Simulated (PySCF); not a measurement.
## Geometry relaxation, with input and output: B$_{2}$Si$_{2}$H$_{8}$O$_{3}$

- system: B$_{2}$Si$_{2}$H$_{8}$O$_{3}$, SMILES OB(O)OB([SiH3])[SiH3]
- method: PBE0-D3(BJ)/def2-SVP geometry optimisation, gas phase (PySCF 2.14.0)

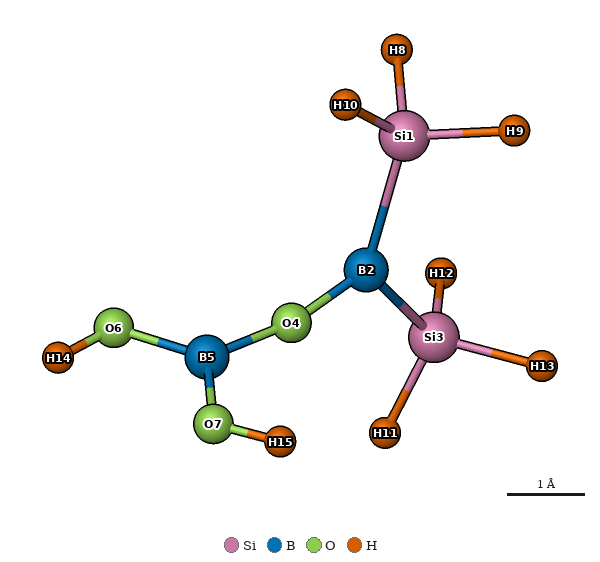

The input geometry (ball-and-stick view, seen at a tilt; atoms are numbered from 1 in the order of the input).

### Summary

- outcome: converged
- total energy: −858.404133 hartree
- dipole moment: 2.97 D
- point group: C1
- hardware: 1 CPU thread, shared host
- wall time: 4.2 min
- peak memory: 0.78 GiB

### Input file
```
{"job": {"xc": "PBE0", "basis": "def2-SVP", "d3": "d3bj", "grid": 2, "kind": "geom", "shake": 0.01}, "charge": 0, "multiplicity": 1}
Si    -0.952507     0.740141     1.902798
B     -0.324132     0.492744     0.033129
Si    -0.613889     1.752185    -1.493862
O      0.423304    -0.584691    -0.215476
B      0.961837    -1.785381    -0.333759
O      0.186071    -2.854356    -0.618851
O      2.326878    -1.952182    -0.178567
H     -2.421254     0.858256     2.000285
H     -0.475872     2.015136     2.530587
H     -0.577497    -0.300742     2.845834
H     -0.104358     1.263770    -2.772447
H     -1.993316     2.117162    -1.713308
H      0.066046     3.052578    -1.291743
H      0.672344    -3.667522    -0.698284
H      2.815421    -1.172471     0.018334
```

The first line tells a small driver script what to run in PySCF; the rest is the geometry in Å.

Launch command:
```bash
OMP_NUM_THREADS=1 python <driver script> task.json out
```

### Output
```
step   0  E = -858.38944451  max force = 0.035320
step   1  E = -858.39790731  max force = 0.015688
step   2  E = -858.39824349  max force = 0.003192
step   3  E = -858.39841036  max force = 0.005003
step   4  E = -858.39852520  max force = 0.002591
step   5  E = -858.39888331  max force = 0.004106
step   6  E = -858.39970547  max force = 0.015062
step   7  E = -858.39864611  max force = 0.022631
step   8  E = -858.40036609  max force = 0.017439
step   9  E = -858.40133322  max force = 0.005942
step  10  E = -858.40109392  max force = 0.010159
step  11  E = -858.40221744  max force = 0.001839
step  12  E = -858.40255883  max force = 0.001540
step  13  E = -858.40275393  max force = 0.001417
step  14  E = -858.40304182  max force = 0.001458
step  15  E = -858.40353400  max force = 0.003411
step  16  E = -858.40376257  max force = 0.002321
step  17  E = -858.40400772  max force = 0.001294
step  18  E = -858.40408040  max force = 0.000715
step  19  E = -858.40410898  max force = 0.000345
step  20  E = -858.40412239  max force = 0.000629
step  21  E = -858.40413280  max force = 0.000449
optimisation converged
```

### Trajectory as extended XYZ (Å, eV, eV/Å), 7 of the 22 frames kept, from step=0 to step=21
```
15
Properties=species:S:1:pos:R:3:forces:R:3 step=0 energy=-23357.96653
Si   -0.9525    0.7401    1.9028   -0.4042   0.9006   0.5857
B    -0.3241    0.4927    0.0331    0.3508  -0.3355  -0.1526
Si   -0.6139    1.7522   -1.4939    0.3985   0.4309  -0.0200
O     0.4233   -0.5847   -0.2155   -0.7007   1.2212  -0.0285
B     0.9618   -1.7854   -0.3338    1.8162  -1.4603   0.0358
O     0.1861   -2.8544   -0.6189   -0.5888   0.4617   0.0038
O     2.3269   -1.9522   -0.1786   -1.1507  -1.1063  -0.3451
H    -2.4213    0.8583    2.0003   -0.4831  -0.0156  -0.1486
H    -0.4759    2.0151    2.5306    0.1576   0.1108  -0.1575
H    -0.5775   -0.3007    2.8458    0.3443  -0.7691   0.3880
H    -0.1044    1.2638   -2.7725    0.2925  -0.4379  -0.5793
H    -1.9933    2.1172   -1.7133   -1.1287   0.1515  -0.0376
H     0.0660    3.0526   -1.2917    0.2597   0.2900   0.2544
H     0.6723   -3.6675   -0.6983    0.3891  -0.4303  -0.0218
H     2.8154   -1.1725    0.0183    0.4474   0.9882   0.2231
15
Properties=species:S:1:pos:R:3:forces:R:3 step=4 energy=-23358.21363
Si   -0.9537    0.7673    1.8873   -0.0127   0.0003   0.0338
B    -0.2444    0.4784   -0.0107   -0.0037  -0.0371   0.0699
Si   -0.6261    1.8479   -1.4810   -0.0075   0.0122  -0.0327
O     0.5097   -0.5897   -0.2904    0.0293   0.1207  -0.1332
B     1.0068   -1.8574   -0.3244    0.1005  -0.0486   0.0627
O     0.1344   -2.8793   -0.4844   -0.0137  -0.0354   0.0082
O     2.3477   -2.0880   -0.2285   -0.1221  -0.0156  -0.0112
H    -2.4492    0.8631    1.8773   -0.0056  -0.0026  -0.0073
H    -0.4401    2.0663    2.4349    0.0017   0.0031  -0.0074
H    -0.5564   -0.3236    2.8363    0.0030  -0.0003  -0.0111
H    -0.1553    1.4057   -2.8336   -0.0027  -0.0002   0.0059
H    -2.0937    2.1449   -1.5617    0.0110  -0.0101   0.0096
H     0.0587    3.1422   -1.1534    0.0048   0.0020   0.0104
H     0.5864   -3.7277   -0.5223    0.0039  -0.0139  -0.0029
H     2.8644   -1.2837   -0.1317    0.0138   0.0255   0.0053
15
Properties=species:S:1:pos:R:3:forces:R:3 step=7 energy=-23358.21692
Si   -0.8057    0.4018    1.5084   -0.2240   0.1712  -0.0079
B     0.0096    0.4591   -0.3771   -0.2535   0.3398   0.1420
Si   -0.5986    2.0457   -1.4967    0.0556   0.1519   0.2458
O     0.8442   -0.4996   -0.8156    0.0846   0.0546  -0.1953
B     1.0063   -1.7010   -0.1625   -0.5827  -0.5657  -0.1490
O    -0.0867   -2.4152    0.1780   -0.3572  -0.1327   0.0353
O     2.2221   -2.2048    0.0652    1.1637   0.0285  -0.0887
H    -2.3009    0.2764    1.3734    0.1414  -0.0004   0.0483
H    -0.5284    1.7181    2.1824   -0.0547  -0.0538  -0.0167
H    -0.3217   -0.6856    2.4135    0.0620   0.0230   0.0180
H    -0.2951    2.1398   -2.9562    0.0944  -0.1058  -0.0345
H    -2.0820    2.0272   -1.3251   -0.1562   0.1038  -0.0674
H    -0.1015    3.3009   -0.8272   -0.0465  -0.0670  -0.0815
H     0.1316   -3.2750    0.5605   -0.0064   0.2292  -0.0115
H     2.8961   -1.6214   -0.3074    0.0794  -0.1765   0.1632
15
Properties=species:S:1:pos:R:3:forces:R:3 step=10 energy=-23358.28353
Si   -0.8939    0.5281    1.7010    0.1732  -0.1310  -0.1474
B    -0.1422    0.5045   -0.2110    0.0567  -0.2216   0.0050
Si   -0.6241    2.0175   -1.5042    0.0528  -0.1140  -0.0373
O     0.6872   -0.4788   -0.6420   -0.0144  -0.1994   0.0091
B     1.0007   -1.7830   -0.2623    0.0276   0.5224   0.2468
O    -0.0324   -2.6295   -0.0188    0.3183   0.1782  -0.0779
O     2.3045   -2.1696   -0.1329   -0.4482  -0.1171  -0.0540
H    -2.3820    0.4058    1.6803   -0.0824  -0.0210  -0.0018
H    -0.5671    1.8342    2.3554    0.0034   0.0434   0.0210
H    -0.3255   -0.5738    2.5433   -0.0276   0.0159   0.0549
H    -0.1084    1.7601   -2.8882   -0.0228   0.0437  -0.0032
H    -2.1128    2.2085   -1.5772    0.0622  -0.0247   0.0272
H    -0.0425    3.3085   -1.0163    0.0104   0.0478   0.0128
H     0.2772   -3.4916    0.2732    0.0048  -0.0983  -0.0032
H     2.9505   -1.4744   -0.2866   -0.1142   0.0758  -0.0520
15
Properties=species:S:1:pos:R:3:forces:R:3 step=14 energy=-23358.33653
Si   -0.8789    0.4105    1.6266    0.0020  -0.0128   0.0126
B    -0.0877    0.4934   -0.2581    0.0146   0.0378  -0.0638
Si   -0.5721    2.0566   -1.4824    0.0492  -0.0015   0.0085
O     0.7633   -0.4486   -0.7395   -0.0604  -0.0750   0.0465
B     0.9887   -1.7165   -0.2237    0.0294   0.0650   0.0672
O    -0.0734   -2.4035    0.2568    0.0239  -0.0226  -0.0252
O     2.2379   -2.2448   -0.2139   -0.0193  -0.0064  -0.0418
H    -2.3327    0.0577    1.5480   -0.0010  -0.0195  -0.0041
H    -0.7960    1.7731    2.2487   -0.0186   0.0076  -0.0036
H    -0.2006   -0.5531    2.5517    0.0041   0.0255   0.0107
H    -0.0338    1.8903   -2.8707   -0.0123   0.0172  -0.0073
H    -2.0617    2.2085   -1.5646    0.0004  -0.0099   0.0058
H    -0.0386    3.3420   -0.9222    0.0032  -0.0017   0.0033
H     0.1757   -3.2565    0.6270   -0.0008  -0.0034  -0.0040
H     2.8992   -1.6429   -0.5701   -0.0142  -0.0006  -0.0049
15
Properties=species:S:1:pos:R:3:forces:R:3 step=18 energy=-23358.36479
Si   -0.9679    0.3952    1.6071   -0.0250  -0.0067  -0.0135
B    -0.0799    0.4990   -0.2371   -0.0059   0.0046   0.0063
Si   -0.4621    2.1212   -1.4139    0.0030   0.0053   0.0044
O     0.7418   -0.4692   -0.7174   -0.0081   0.0091  -0.0219
B     0.9857   -1.7356   -0.2129   -0.0177  -0.0259   0.0057
O     0.0446   -2.3240    0.5601   -0.0070   0.0064   0.0224
O     2.1418   -2.3716   -0.5208    0.0368  -0.0037  -0.0150
H    -2.2223   -0.4199    1.5194    0.0014   0.0088   0.0091
H    -1.3703    1.7752    2.0365    0.0002  -0.0037   0.0018
H    -0.0959   -0.1751    2.6832    0.0105  -0.0034  -0.0053
H     0.0797    2.0153   -2.8069    0.0043  -0.0012   0.0011
H    -1.9444    2.3336   -1.4999   -0.0025   0.0065   0.0001
H     0.1141    3.3522   -0.7780    0.0012  -0.0021   0.0003
H     0.3123   -3.1924    0.8777   -0.0001   0.0090   0.0004
H     2.7121   -1.8377   -1.0834    0.0089  -0.0030   0.0040
15
Properties=species:S:1:pos:R:3:forces:R:3 step=21 energy=-23358.36622
Si   -0.9984    0.3765    1.5889    0.0133   0.0019   0.0031
B    -0.1018    0.4869   -0.2521   -0.0041  -0.0082   0.0045
Si   -0.4416    2.1357   -1.4039   -0.0005  -0.0011  -0.0018
O     0.7176   -0.4830   -0.7361   -0.0115  -0.0107  -0.0065
B     0.9814   -1.7397   -0.2128    0.0231   0.0219   0.0047
O     0.0901   -2.2944    0.6400    0.0053  -0.0013  -0.0065
O     2.1140   -2.3917   -0.5733   -0.0165  -0.0001   0.0076
H    -2.2130   -0.4979    1.5406   -0.0026  -0.0031  -0.0030
H    -1.4620    1.7461    1.9891    0.0008   0.0026  -0.0013
H    -0.0840   -0.1184    2.6679   -0.0074  -0.0008   0.0021
H     0.1088    2.0441   -2.7947   -0.0004   0.0001  -0.0001
H    -1.9164    2.3943   -1.4939    0.0030   0.0001  -0.0016
H     0.1658    3.3360   -0.7385    0.0019   0.0006   0.0012
H     0.3735   -3.1518    0.9727   -0.0002  -0.0041  -0.0008
H     2.6552   -1.8764   -1.1802   -0.0042   0.0022  -0.0017
```

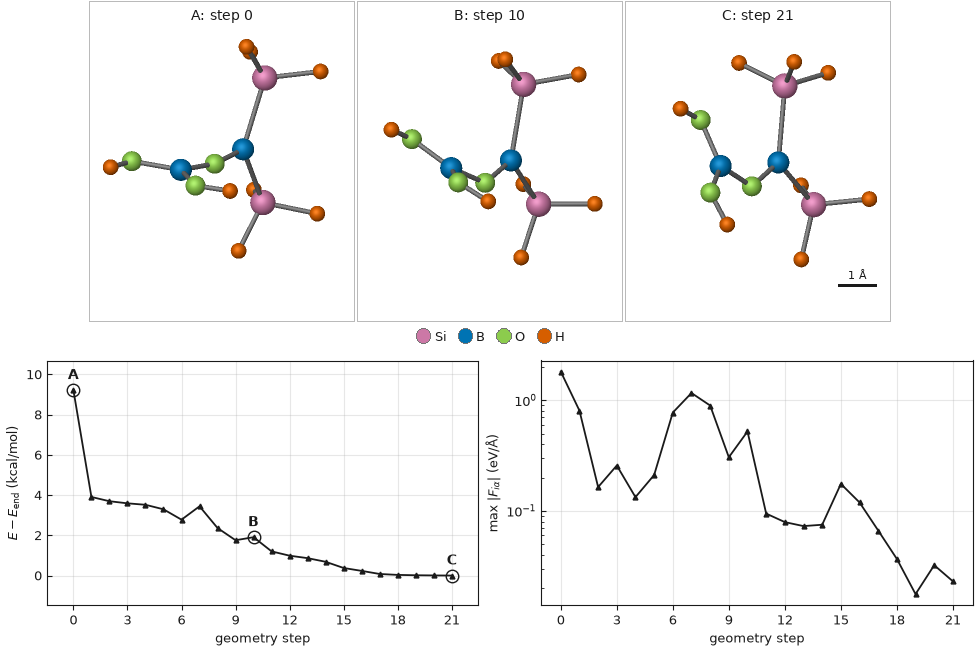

Frames of the relaxation (ball-and-stick view, seen at a tilt) above the curves, on which the letters mark them (steps are counted from 0).

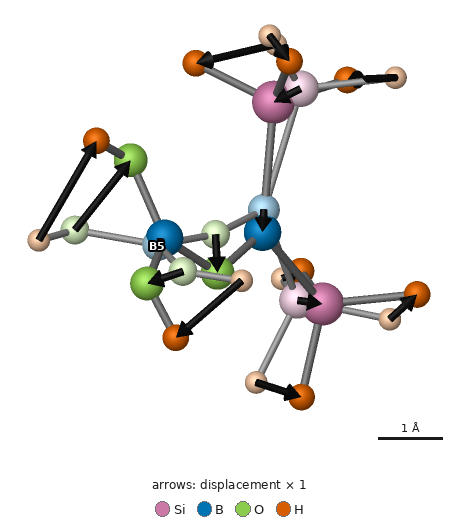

Start (faint) and end (solid) with the displacements as black arrows, at true length (ball-and-stick view, seen at a tilt). The two geometries are laid on each other by the best rigid fit. Over 21 geometry steps the energy falls by 9.22 kcal/mol. Largest force component: 1.8 eV/Å at the start, 0.023 eV/Å at the end. H14 moves most after the best rigid fit: 1.81 Å. Largest moves by element: H 1.81 Å, O 1.41 Å, Si 0.48 Å, B 0.36 Å. Among the contacts that change: O4–B5 1.321 → 1.387 Å, Si1–B2 1.988 → 2.051 Å, Si3–H12 1.444 → 1.500 Å, Si1–H10 1.454 → 1.498 Å. Among the angles that change: B2–O4–B5 168.1° → 128.8°, Si1–B2–Si3 126.4° → 118.5°, Si1–B2–O4 116.9° → 123.0°. (Atoms are counted from 1 in the order of the input.)
